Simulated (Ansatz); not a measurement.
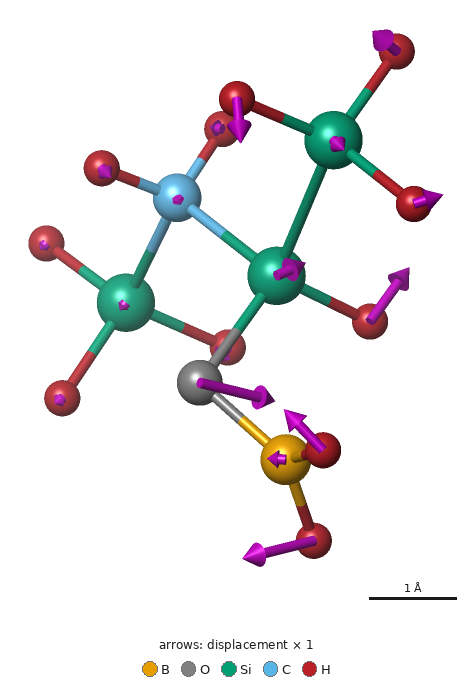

This is a relaxation of CH11BOSi3. The starting structure is drawn; purple arrows show the displacements, at their true length. The two geometries are superimposed by the best rigid fit.

A ball-and-stick model, seen from a free direction.

The run prepares an end point of a later path (hydrogen shift) calculation, from a guessed geometry.

The calculation used Ansatz, RKS B3LYP-D4/6-31G*.

The input:
```yaml
crystal:
  periodic: [false, false, false]
  atoms:
    - { symbol: B, position_ang: [-1.917, -0.9655, 1.5645] }
    - { symbol: O, position_ang: [-0.6932, -0.2127, 1.4816] }
    - { symbol: Si, position_ang: [-0.1782, -0.3696, -0.1576] }
    - { symbol: Si, position_ang: [0.9566, -2.3277, -0.4118] }
    - { symbol: C, position_ang: [1.076, 0.9847, -0.5368] }
    - { symbol: Si, position_ang: [0.2275, 2.6658, -0.3766] }
    - { symbol: H, position_ang: [-2.9503, -0.3397, 1.3608] }
    - { symbol: H, position_ang: [-1.9524, -2.0461, 1.8472] }
    - { symbol: H, position_ang: [-1.2587, -0.2518, -1.0576] }
    - { symbol: H, position_ang: [-0.0637, -3.4236, -0.0987] }
    - { symbol: H, position_ang: [2.0101, -2.4191, 0.5407] }
    - { symbol: H, position_ang: [1.3847, -2.445, -1.7752] }
    - { symbol: H, position_ang: [1.8676, 0.9692, 0.1849] }
    - { symbol: H, position_ang: [1.4357, 0.8772, -1.5334] }
    - { symbol: H, position_ang: [-0.8908, 2.6998, -1.3253] }
    - { symbol: H, position_ang: [1.1994, 3.7515, -0.6583] }
    - { symbol: H, position_ang: [-0.2722, 2.8522, 0.9918] }
basis:
  gaussian: { orbitals: "6-31G*" }
hamiltonian:
  xc: b3lyp
  dispersion: d4
relax:
  f_tol: 0.02
  max_steps: 50
```

Command:
```bash
ansatz run input.yaml --threads 2 --pin off --max-ram 3072MiB --backend cpu --events-out ev --progress --plain --runs-dir out
```

Q: What happened in the run?

A: O2 moves most after the best rigid fit: 1.12 Å. By element the largest moves are O 1.12 Å, H 1.08 Å, Si 0.45 Å, B 0.22 Å, C 0.10 Å. Among the contacts that change: B1–O2 1.439 → 1.350 Å, B1–H8 1.118 → 1.204 Å, Si3–H9 1.411 → 1.488 Å, Si3–Si4 2.277 → 2.352 Å. Bond angles that change, for instance: B1–O2–Si3 105.1° → 133.1°, Si3–Si4–H10 105.1° → 112.8°, Si4–Si3–C5 105.3° → 111.9°. Groups turn about B1–O2 by about 90°, O2–Si3 by about 80°. After 17 accepted moves (18 points after the start) the energy has fallen by 109.7 kJ/mol. Largest force component: 4 eV/Å at the start, 0.0065 eV/Å at the end. The line search rejected the trial step at point 10 of the run.
